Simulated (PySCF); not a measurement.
SMILES F[BH][GeH3] (H4BFGe), B3LYP/def2-SVP optimised geometry. Atoms within 1.6 Å of the plane z = 1.0 Å (x, y, z in Å): B1 (-0.59, 0.82, 0.00), F2 (0.19, 1.89, -0.09), Ge3 (0.24, -1.10, 0.00), H5 (1.78, -1.10, 0.00), H6 (-0.25, -1.89, 1.24), H7 (-1.78, 1.03, 0.07).

Level of theory: B3LYP/def2-TZVP run with PySCF.

Map of the Laplacian of the electron density (e/bohr⁵) on the plane z = 1.0 Å:

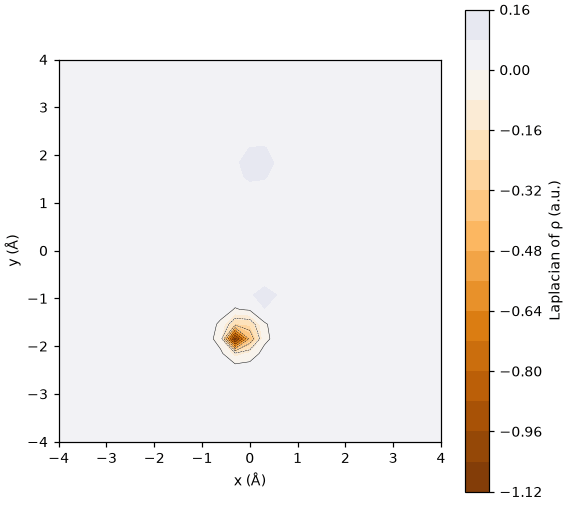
Fig. 1. Laplacian of the electron density (e/bohr⁵) on the plane z = 1.0 Å.
